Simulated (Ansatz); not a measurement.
# Amorphous SiCO: valence band and core levels, part 4 of 7

How wide do site differences make the core lines of amorphous SiCO?

Ansatz 0.2.0; DFT, PBEsol, plane-wave PAW, default files, scalar-relativistic.

So far. Step 4 (Dynamics at 1925 K): Beyond half the shortest lattice vector, 3.8 Å, g(r) counts periodic images.

**5. Dynamics at 300 K**

A short run with the thermostat set to 300 K, starting from rest and too brief to equilibrate, lets it settle further; the cutoff and mesh are cut down, since only a plausible structure is wanted.

Input file input.yaml:

```yaml
crystal:
  lattice:
    - [7.5090830355, 0.0, 0.0]
    - [0.0, 7.5090830355, 0.0]
    - [0.0, 0.0, 7.5090830355]
  atoms:
    - { symbol: Si, position: [1.0353666639, 0.8612667958, 1.0723406724] }
    - { symbol: Si, position: [0.2735924917, 0.6007407464, 0.2800276545] }
    - { symbol: Si, position: [1.017590414, 0.2116219967, 0.789090251] }
    - { symbol: Si, position: [0.580733766, 1.1168641781, 0.293950024] }
    - { symbol: Si, position: [0.3425110678, 1.0096653633, 0.7423555281] }
    - { symbol: Si, position: [0.4626524175, 0.7858158042, 0.4235832005] }
    - { symbol: Si, position: [0.7024874682, 0.4620040911, 0.3213468497] }
    - { symbol: Si, position: [0.2418382856, 0.3735249375, 0.9363947202] }
    - { symbol: Si, position: [0.0641179511, 1.0192299608, 0.5595256961] }
    - { symbol: Si, position: [0.8746444401, 0.1486088212, 0.1049873482] }
    - { symbol: O, position: [0.4353496915, 0.9533834563, 0.2793232796] }
    - { symbol: O, position: [0.3726574682, 0.4495277569, 0.7843456463] }
    - { symbol: O, position: [0.0385279997, 0.4095425709, 0.868805389] }
    - { symbol: O, position: [0.8225505654, 0.1870411291, -0.0930825488] }
    - { symbol: O, position: [1.0955624035, 0.6887592744, 0.2014854974] }
    - { symbol: O, position: [0.5795637404, 0.1504394474, 0.5044169537] }
    - { symbol: O, position: [0.6398941797, 0.6558292582, 0.3367824451] }
    - { symbol: O, position: [0.7512124862, 0.0142858453, 0.2333020335] }
    - { symbol: O, position: [0.1924876386, 0.3993789977, 0.4409363696] }
    - { symbol: O, position: [0.3572519813, 0.7490994919, 0.8150740646] }
    - { symbol: C, position: [0.8989546679, 0.3289350821, 0.2798041731] }
    - { symbol: C, position: [0.3973655424, 0.4325164004, 0.1442529347] }
    - { symbol: C, position: [0.4155336165, 0.6288140154, 0.7075795974] }
    - { symbol: C, position: [0.189646555, 1.1284411977, 0.9457857522] }
    - { symbol: C, position: [0.1213989028, 1.070473693, 0.1191303031] }
    - { symbol: C, position: [1.053408264, 0.2887466771, 0.3694896979] }
    - { symbol: C, position: [0.8729438297, 0.925169213, 0.6790279082] }
    - { symbol: C, position: [0.5417104283, 0.964632376, 0.6033222934] }
    - { symbol: C, position: [0.7086106388, 0.9166313292, 0.6695619311] }
    - { symbol: C, position: [0.5252454573, 0.3287173512, 0.2169779702] }
kpoints:
  mp_grid: { grid: [1, 1, 1] }
scf:
  occupations: { method: fermi_dirac, width: 0.1 }
  n_extra_bands: 21
hamiltonian:
  xc: pbesol
  pseudopotentials: { kind: paw }
output:
  forces: true
basis:
  ecutwfc: 320
md:
  timestep: 1.5
  n_steps: 80
  ensemble: nvt_langevin
  temperature: 300
  seed: 0
```

Started as:

```sh
$ ansatz run input.yaml --threads 3 --pin off --max-ram 8192MiB --backend cpu --events-out ev --progress --plain --runs-dir out
```

Numbers of over 12 decimals in the logs are rounded to 6 here.

What it wrote:

```text
[...]
Crystal: 30 atoms, lattice volume = 423.410 Å³
Basis set: ecut = 320 eV, 5449 PW (Γ), exchange–correlation on 90×90×90 points (8 copies of the dense FFT grid, shifted against one another)
Bands: 91, of which v1, the nominal top of the filled ones, is band 70 counted from 1 (69 counted from 0)
Symmetry: 1 space group operations
k-points: 1
[...]
SCF iter   1: F=—  HF=-14271.550206 eV  |F-HF|=—  |Δ(HF+E_count)|=         —  Δρ=1.91e-2  dr2=1.67e0  ethr=1.77e-3  ⟨swp⟩=9.0  Hψ=486  notcnv=0  defer=3
[...]
SCF iter  11: F=-14271.195246 eV  HF=-14271.195246 eV  |F-HF|=1.92e-9  |Δ(HF+E_count)|=   1.51e-8  Δρ=1.45e-6  dr2=7.07e-9  ethr=2.14e-11  ⟨swp⟩=5.0  Hψ=303  notcnv=0
SCF 1 converged in 11 iterations: F = -14271.195246 eV  dr2 = 7.07e-9
[...]
md step     0: t =     0.00 fs  T =     0.0 K  F+E_penalty+E_count = -14271.19524552 eV  E_kin = 0.000000 eV  (11 SCF iters)
[...]
SCF iter   8: F=-14271.338231 eV  HF=-14271.338231 eV  |F-HF|=2.70e-9  |Δ(HF+E_count)|=  8.51e-10  Δρ=1.13e-6  dr2=4.95e-9  ethr=2.14e-11  ⟨swp⟩=4.0  Hψ=292  notcnv=0
SCF 2 converged in 8 iterations: F = -14271.338231 eV  dr2 = 4.95e-9
md step     1: t =     1.50 fs  T =    46.2 K  F+E_penalty+E_count = -14271.33823099 eV  E_kin = 0.179225 eV  (8 SCF iters)
[...]
SCF iter   9: F=-14271.719671 eV  HF=-14271.719671 eV  |F-HF|=3.07e-9  |Δ(HF+E_count)|=  5.89e-10  Δρ=1.21e-6  dr2=5.91e-9  ethr=2.14e-11  ⟨swp⟩=4.0  Hψ=293  notcnv=0
SCF 3 converged in 9 iterations: F = -14271.719671 eV  dr2 = 5.91e-9
md step     2: t =     3.00 fs  T =   145.8 K  F+E_penalty+E_count = -14271.71967100 eV  E_kin = 0.565452 eV  (9 SCF iters)
[... from here on, the SCF cycles and remarks between the steps are left out ...]
md step     3: t =     4.50 fs  T =   276.9 K  F+E_penalty+E_count = -14272.24592152 eV  E_kin = 1.073644 eV  (9 SCF iters)
md step     4: t =     6.00 fs  T =   409.9 K  F+E_penalty+E_count = -14272.82332189 eV  E_kin = 1.589662 eV  (10 SCF iters)
md step     5: t =     7.50 fs  T =   555.6 K  F+E_penalty+E_count = -14273.36592745 eV  E_kin = 2.154393 eV  (7 SCF iters)
md step     6: t =     9.00 fs  T =   675.4 K  F+E_penalty+E_count = -14273.80161650 eV  E_kin = 2.619156 eV  (7 SCF iters)
md step     7: t =    10.50 fs  T =   742.2 K  F+E_penalty+E_count = -14274.06646867 eV  E_kin = 2.878224 eV  (7 SCF iters)
md step     8: t =    12.00 fs  T =   749.6 K  F+E_penalty+E_count = -14274.14614625 eV  E_kin = 2.906891 eV  (8 SCF iters)
md step     9: t =    13.50 fs  T =   724.9 K  F+E_penalty+E_count = -14274.08407904 eV  E_kin = 2.810842 eV  (8 SCF iters)
md step    10: t =    15.00 fs  T =   712.1 K  F+E_penalty+E_count = -14273.98290313 eV  E_kin = 2.761517 eV  (10 SCF iters)
md step    11: t =    16.50 fs  T =   715.8 K  F+E_penalty+E_count = -14273.97884722 eV  E_kin = 2.775780 eV  (8 SCF iters)
md step    12: t =    18.00 fs  T =   720.1 K  F+E_penalty+E_count = -14274.11297875 eV  E_kin = 2.792446 eV  (7 SCF iters)
md step    13: t =    19.50 fs  T =   752.9 K  F+E_penalty+E_count = -14274.33600370 eV  E_kin = 2.919460 eV  (7 SCF iters)
md step    14: t =    21.00 fs  T =   797.5 K  F+E_penalty+E_count = -14274.58857574 eV  E_kin = 3.092356 eV  (7 SCF iters)
md step    15: t =    22.50 fs  T =   845.8 K  F+E_penalty+E_count = -14274.82027228 eV  E_kin = 3.279951 eV  (7 SCF iters)
md step    16: t =    24.00 fs  T =   892.1 K  F+E_penalty+E_count = -14275.00766221 eV  E_kin = 3.459435 eV  (6 SCF iters)
md step    17: t =    25.50 fs  T =   926.3 K  F+E_penalty+E_count = -14275.14000190 eV  E_kin = 3.591879 eV  (7 SCF iters)
md step    18: t =    27.00 fs  T =   956.3 K  F+E_penalty+E_count = -14275.19433898 eV  E_kin = 3.708373 eV  (7 SCF iters)
md step    19: t =    28.50 fs  T =   933.8 K  F+E_penalty+E_count = -14275.14989507 eV  E_kin = 3.620997 eV  (7 SCF iters)
md step    20: t =    30.00 fs  T =   899.0 K  F+E_penalty+E_count = -14275.01224486 eV  E_kin = 3.486302 eV  (10 SCF iters)
md step    21: t =    31.50 fs  T =   829.4 K  F+E_penalty+E_count = -14274.82931279 eV  E_kin = 3.216094 eV  (7 SCF iters)
md step    22: t =    33.00 fs  T =   791.1 K  F+E_penalty+E_count = -14274.66218362 eV  E_kin = 3.067757 eV  (7 SCF iters)
md step    23: t =    34.50 fs  T =   752.4 K  F+E_penalty+E_count = -14274.56446863 eV  E_kin = 2.917474 eV  (7 SCF iters)
md step    24: t =    36.00 fs  T =   726.9 K  F+E_penalty+E_count = -14274.58622358 eV  E_kin = 2.818778 eV  (7 SCF iters)
md step    25: t =    37.50 fs  T =   752.0 K  F+E_penalty+E_count = -14274.71280433 eV  E_kin = 2.916219 eV  (7 SCF iters)
md step    26: t =    39.00 fs  T =   780.8 K  F+E_penalty+E_count = -14274.88242787 eV  E_kin = 3.027710 eV  (6 SCF iters)
md step    27: t =    40.50 fs  T =   796.3 K  F+E_penalty+E_count = -14274.99974986 eV  E_kin = 3.088063 eV  (6 SCF iters)
md step    28: t =    42.00 fs  T =   798.5 K  F+E_penalty+E_count = -14275.03863349 eV  E_kin = 3.096578 eV  (7 SCF iters)
md step    29: t =    43.50 fs  T =   776.5 K  F+E_penalty+E_count = -14275.08436304 eV  E_kin = 3.011198 eV  (8 SCF iters)
md step    30: t =    45.00 fs  T =   800.3 K  F+E_penalty+E_count = -14275.19075731 eV  E_kin = 3.103534 eV  (10 SCF iters)
md step    31: t =    46.50 fs  T =   848.0 K  F+E_penalty+E_count = -14275.30263339 eV  E_kin = 3.288184 eV  (7 SCF iters)
md step    32: t =    48.00 fs  T =   814.4 K  F+E_penalty+E_count = -14275.33085128 eV  E_kin = 3.158070 eV  (7 SCF iters)
md step    33: t =    49.50 fs  T =   774.7 K  F+E_penalty+E_count = -14275.26556481 eV  E_kin = 3.003946 eV  (8 SCF iters)
md step    34: t =    51.00 fs  T =   731.0 K  F+E_penalty+E_count = -14275.15712685 eV  E_kin = 2.834531 eV  (8 SCF iters)
md step    35: t =    52.50 fs  T =   693.4 K  F+E_penalty+E_count = -14275.06432786 eV  E_kin = 2.688720 eV  (8 SCF iters)
md step    36: t =    54.00 fs  T =   702.7 K  F+E_penalty+E_count = -14275.05305193 eV  E_kin = 2.724772 eV  (8 SCF iters)
md step    37: t =    55.50 fs  T =   693.9 K  F+E_penalty+E_count = -14275.15968970 eV  E_kin = 2.690647 eV  (8 SCF iters)
md step    38: t =    57.00 fs  T =   759.7 K  F+E_penalty+E_count = -14275.35361931 eV  E_kin = 2.946087 eV  (8 SCF iters)
md step    39: t =    58.50 fs  T =   805.3 K  F+E_penalty+E_count = -14275.56836498 eV  E_kin = 3.122693 eV  (8 SCF iters)
[...]
md step    56: t =    84.00 fs  T =   695.3 K  F+E_penalty+E_count = -14276.30429352 eV  E_kin = 2.696392 eV  (9 SCF iters)
md step    57: t =    85.50 fs  T =   677.6 K  F+E_penalty+E_count = -14276.40740852 eV  E_kin = 2.627743 eV  (8 SCF iters)
md step    58: t =    87.00 fs  T =   696.2 K  F+E_penalty+E_count = -14276.49217694 eV  E_kin = 2.699888 eV  (8 SCF iters)
md step    59: t =    88.50 fs  T =   668.1 K  F+E_penalty+E_count = -14276.54121539 eV  E_kin = 2.590572 eV  (8 SCF iters)
md step    60: t =    90.00 fs  T =   671.5 K  F+E_penalty+E_count = -14276.53032790 eV  E_kin = 2.604045 eV  (12 SCF iters)
md step    61: t =    91.50 fs  T =   666.7 K  F+E_penalty+E_count = -14276.46149235 eV  E_kin = 2.585201 eV  (8 SCF iters)
md step    62: t =    93.00 fs  T =   628.5 K  F+E_penalty+E_count = -14276.36948011 eV  E_kin = 2.437217 eV  (9 SCF iters)
md step    63: t =    94.50 fs  T =   611.4 K  F+E_penalty+E_count = -14276.31697727 eV  E_kin = 2.370713 eV  (8 SCF iters)
md step    64: t =    96.00 fs  T =   596.4 K  F+E_penalty+E_count = -14276.33682089 eV  E_kin = 2.312803 eV  (8 SCF iters)
md step    65: t =    97.50 fs  T =   609.1 K  F+E_penalty+E_count = -14276.41012464 eV  E_kin = 2.362015 eV  (8 SCF iters)
md step    66: t =    99.00 fs  T =   635.5 K  F+E_penalty+E_count = -14276.50416542 eV  E_kin = 2.464329 eV  (8 SCF iters)
SCF iter   1: F=—  HF=-14276.580233 eV  |F-HF|=—  |Δ(HF+E_count)|=         —  Δρ=4.18e-4  dr2=4.05e-4  ethr=6.15e-6  ⟨swp⟩=3.0  Hψ=200  notcnv=0  defer=6
[...]
SCF iter   7: F=-14276.580149 eV  HF=-14276.580149 eV  |F-HF|=6.03e-9  |Δ(HF+E_count)|=   4.29e-9  Δρ=1.31e-6  dr2=8.80e-9  ethr=2.14e-11  ⟨swp⟩=5.0  Hψ=303  notcnv=0
SCF 68 converged in 7 iterations: F = -14276.580149 eV  dr2 = 8.80e-9
md step    67: t =   100.50 fs  T =   655.3 K  F+E_penalty+E_count = -14276.58014853 eV  E_kin = 2.541124 eV  (7 SCF iters)
SCF iter   1: F=—  HF=-14276.585499 eV  |F-HF|=—  |Δ(HF+E_count)|=         —  Δρ=3.99e-4  dr2=4.16e-4  ethr=2.89e-6  ⟨swp⟩=4.0  Hψ=274  notcnv=0  defer=6
[...]
SCF iter   7: F=-14276.585500 eV  HF=-14276.585500 eV  |F-HF|=1.04e-8  |Δ(HF+E_count)|=   6.02e-9  Δρ=1.73e-6  dr2=1.49e-8  ethr=2.14e-11  ⟨swp⟩=5.0  Hψ=307  notcnv=0
SCF 69 con
```

It took 83 s on 3 threads of Intel Xeon at 2.80GHz (Skylake/Cascade Lake), shared host; peak memory 0.43 GiB; 3.3 min of CPU time.

Rows from the run:

```
time (fs)  T (K)  potential (meV/atom)
      0.0      0                   0.0
      7.5    556                 -72.4
     16.5    716                 -92.8
     24.0    892                -127.1
     31.5    829                -121.1
     40.5    796                -126.8
     48.0    814                -137.9
     55.5    694                -132.1
     64.5    910                -162.0
     72.0    688                -156.6
     79.5    726                -169.8
     88.5    668                -178.2
     96.0    596                -171.4
    103.5    570                -176.9
    112.5    494                -175.8
    120.0    444                -170.0
```

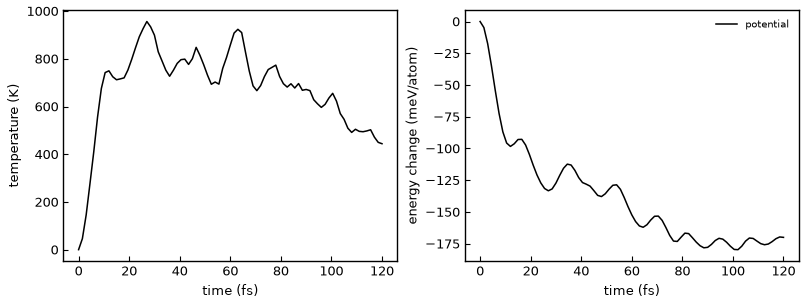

Temperature and energies against time.

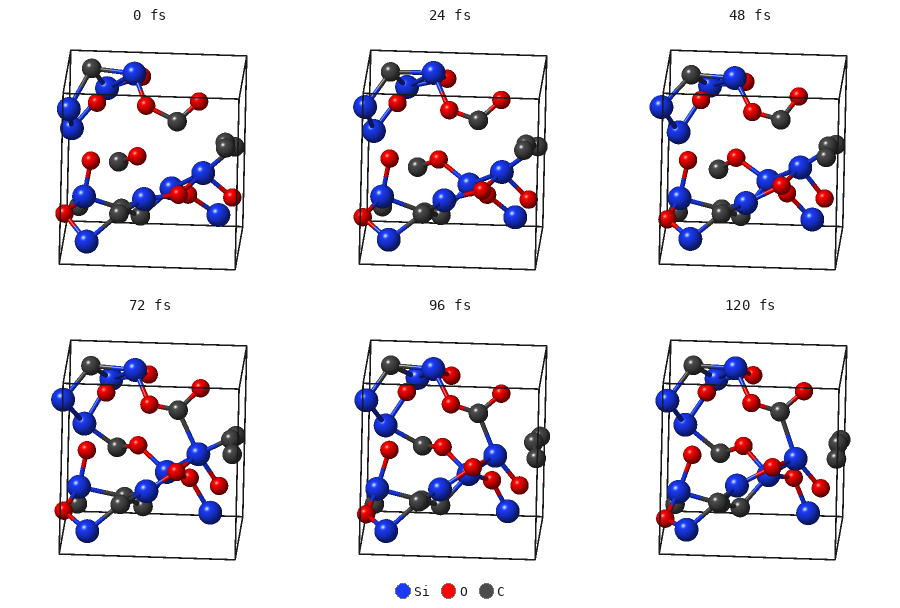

6 frames of the run. Bonds to atoms that aren't drawn are left out.

Mean square displacement at the end: Si 0.19 Å², O 0.34 Å², C 0.17 Å².

Positions (Å) and forces (eV/Å) at 120.0 fs:

```xyz
30
Lattice="7.509 0.000 0.000 0.000 7.509 0.000 0.000 0.000 7.509" Properties=species:S:1:pos:R:3:forces:R:3 pbc="T T T"
Si    8.140    6.053    7.773    0.309    0.244    1.000
Si    2.058    4.375    2.238   -0.795    0.585    0.502
Si    7.711    1.998    5.928   -1.445    1.359    0.265
Si    4.043    8.153    1.883    0.022   -1.485   -0.953
Si    2.388    7.515    5.453   -0.170   -0.899   -0.070
Si    3.628    5.581    3.397   -1.627    1.152    0.966
Si    5.129    3.160    2.516    2.411    1.425    1.257
Si    2.252    2.876    6.939   -1.411   -0.442   -2.018
Si    0.629    8.238    3.973    0.343    0.487   -0.231
Si    6.735    1.117    0.911   -1.398    0.461   -1.808
O     3.298    6.666    2.055    0.650    0.059   -0.245
O     3.260    3.624    5.691    0.044    0.000    0.297
O     0.901    3.585    6.316   -1.114   -1.393   -0.122
O     6.370    1.829   -0.620    0.812    0.145   -0.098
O     8.318    5.411    1.846    0.148   -0.483   -1.306
O     3.863    1.177    3.481   -0.053   -1.032    0.241
O     4.978    4.653    3.335    1.331   -1.784   -1.537
O     5.374    0.145    1.024    0.553    0.187    0.935
O     1.263    3.254    3.285    2.160    1.450   -0.183
O     2.716    5.834    6.150   -0.128   -1.134   -0.575
C     6.797    2.425    2.171   -0.057   -0.086    0.926
C     2.880    3.235    0.986   -1.023    1.827    1.329
C     3.138    4.848    5.316    0.626    2.670   -0.547
C     1.490    8.552    6.814    1.519   -0.869    0.861
C     0.839    7.885    0.515    1.229   -0.319   -0.382
C     8.148    2.249    2.774   -3.793   -1.698   -0.137
C     6.551    7.432    4.190   -1.584   -0.166    0.655
C     3.945    7.494    4.376    0.307    0.644    0.510
C     5.341    7.444    4.564    1.817   -0.687   -0.394
C     3.891    2.427    1.381    0.316   -0.220    0.861
```

The pair distribution g(r) has structure finer than the step of the table below, so its rows give means over 0.5 Å, whole bins alone (the curve runs from 0.0329 to 5.22 Å). Peaks (Å: height): Si–Si 2.40: 4.01, 2.99: 3.73, 4.30: 2.35, 4.44: 1.69; Si–O 1.68: 11.2, 2.66: 1.72, 3.12: 1.84, 3.71: 2.33; Si–C 1.87: 8.59, 2.79: 3.04, 3.06: 2.13, 4.50: 1.99; O–O 2.53: 2.20, 2.79: 2.47, 3.78: 2.60, 4.76: 2.15; O–C 1.28: 4.29, 2.73: 3.62, 3.06: 2.54, 3.32: 3.14.

From the last frames. Table of pair distribution g(r) by r; means over each step:

```
r (Å)  Si–Si   Si–O   Si–C    O–O    O–C
  0.5      0      0      0      0      0
  1.0      0      0      0      0  0.148
  1.5      0   2.95  0.155      0   1.32
  2.0  0.170  0.805   2.82      0  0.121
  2.5  0.831  0.455  0.721   1.38  0.844
  3.0   1.71  0.670   1.31   1.16   1.42
  3.5  0.553   1.07  0.805  0.708   1.39
  4.0  0.813   1.19  0.831   1.06   1.01
  4.5   1.27   1.08   1.19  0.619   1.05
```

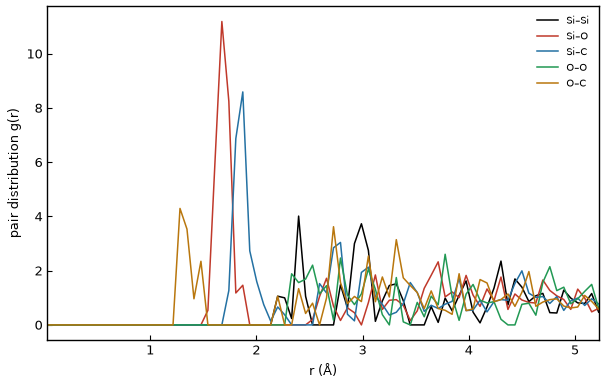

Pair distribution g(r), plotted against r.

Beyond half the shortest lattice vector, 3.8 Å, g(r) counts periodic images.

Numbers from this step:

```
free energy             : -14276.2947 eV
energy at zero smearing : -14276.2331 eV
smearing term TS        : 0.1232 eV
Fermi energy            : 4.988 eV
gap by band count       : 0.4594 eV
```

(Part 4 of 7 ends here.)

[Logs are printed without paths, hosts, clocks, repeated set-up lines and the standing remarks that a program may print on its own settings, such as how far it seeks lower states.]

[Hosts, paths, dates, database ids (printed as entryN), source tags and the programs' standing remarks are cut or masked in the printed files.]

[Maps of the electrostatic potential energy from Ansatz leave out the sawtooth potential of an applied field or a dipole correction, so their vacuum need not be flat; work functions include it.]
